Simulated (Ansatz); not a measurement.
Ligand exchange: C2H4ClI + SiH2(CH3)F → C2H4FI + SiH2(CH3)Cl

Species: C2H4ClI `CC(Cl)I`, singlet; SiH2(CH3)F, singlet; C2H4FI `CC(F)I`, singlet; SiH2(CH3)Cl ((chlorosilyl)methane), singlet. The partners trade Cl for F: C–Cl and Si–F bonds give way to C–F and Si–Cl.

Shapes, held fixed at every level: PBE0-D4/def2-TZVP. Programs: Ansatz 0.2.0. The zero-point and thermal change to 298 K, harmonic and unscaled (PBE0-D4/def2-TZVP), is +0.8 kJ/mol.

| level | kind | ΔH(298 K) (kJ/mol) | less CCSD(T)/def2-TZVPP |
| --- | --- | --- | --- |
| PBE-D4/def2-TZVPP | GGA | +35.2 | -13.6 |
| B3LYP-D4/def2-TZVPP | global hybrid | +42.2 | -6.6 |
| BHLYP-D4/def2-TZVPP | global hybrid | +43.4 | -5.4 |
| r2SCAN0-D4/def2-TZVPP | global hybrid | +38.6 | -10.2 |
| MP2/def2-SVP | perturbation theory | +41.0 | -7.8 |
| CCSD(T)/def2-SVP | coupled cluster or CI | +33.0 | -15.8 |
| CCSD/def2-TZVPP | coupled cluster or CI | +47.9 | -0.9 |
| CCSD(T)/def2-TZVPP | coupled cluster or CI | +48.8 | 0.0 |

The highest level, CCSD(T)/def2-TZVPP, gives ΔH(298 K) = +48.8 kJ/mol; the levels span +33.0 to +48.8. The column of differences is taken from that level and isn't an error. No measured value is set beside it here. For atoms past krypton def2 sets carry core potentials with scalar relativity. Outer-core shells of I are correlated, in sets that cover them unevenly.

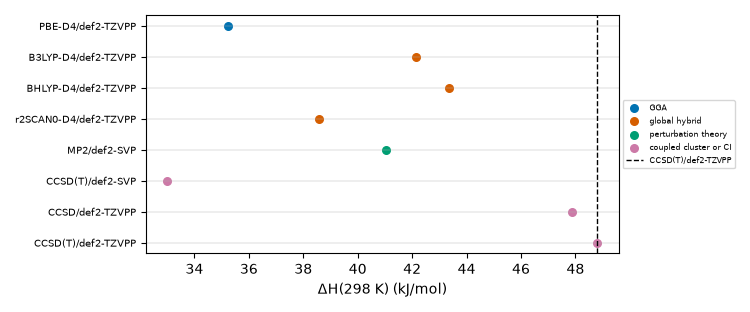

The values of the table, level by level.
